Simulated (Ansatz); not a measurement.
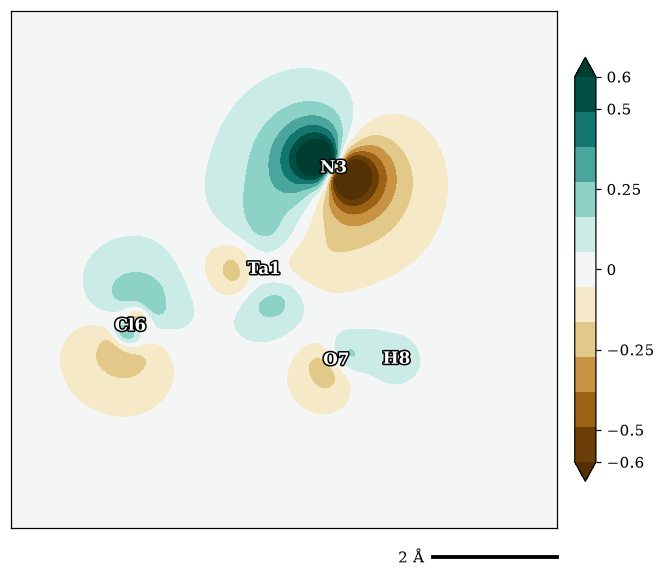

Cl3H3NOTa···H2. The HOMO on the plane of atoms Cl6, Ta1 and O7 (values in Å⁻³ᐟ²; the overall sign is arbitrary).

Core potentials replace the inner electrons of Ta; not at a stationary point (largest force 1.9 eV/Å).

These are results of Ansatz, RKS PBE-D4/def2-SVP, not measurements.

The calculation's input:

```
crystal:
  periodic: [false, false, false]
  atoms:
    - { symbol: Ta, position_ang: [0.0, 0.0, 0.0] }
    - { symbol: Cl, position_ang: [2.82, 0.0, 0.0] }
    - { symbol: "N", position_ang: [0.0, 0.0, 2.16] }
    - { symbol: H, position_ang: [-0.2456, -0.8845, 2.69] }
    - { symbol: H, position_ang: [0.2456, 0.8845, 2.69] }
    - { symbol: Cl, position_ang: [0.0, 0.0, -2.47] }
    - { symbol: O, position_ang: [-1.01, 1.7493, 0.0] }
    - { symbol: H, position_ang: [-1.4859, 1.8638, 0.8834] }
    - { symbol: Cl, position_ang: [-1.235, -2.139, 0.0] }
    - { symbol: H, position_ang: [0.6622, -1.7344, -0.9815] }
    - { symbol: H, position_ang: [1.6841, -1.4455, -0.818] }
basis:
  gaussian: { orbitals: def2-SVP }
hamiltonian:
  xc: pbe
  dispersion: d4
relax:
  f_tol: 0.15
  max_steps: 25
  restrain:
    - { distance: [0, 9], at: 3.0, k: 30.0 }
    - { distance: [10, 1], at: 2.57, k: 30.0 }
    - { distance: [0, 1], at: 2.47, k: 30.0 }
    - { distance: [10, 9], at: 0.66, k: 30.0 }
output:
  orbitals: {}
```

Launched as:

```sh
ansatz run input.yaml --threads 4 --pin off --max-ram 5120MiB --backend cpu --events-out ev --progress --plain --runs-dir out
```

The fields are those of the run's last geometry, not of the input's.

> Describe this orbital and give its energy.

By Hirshfeld shares it lies mainly on N3 (about 55 %), Ta1 (about 10 %), Cl2 (about 10 %), Cl6 (about 5 %) and Cl9 (about 5 %); largely a combination of lone pairs on N3, Cl2, Cl6 and Cl9. Its energy is −6.93 eV.
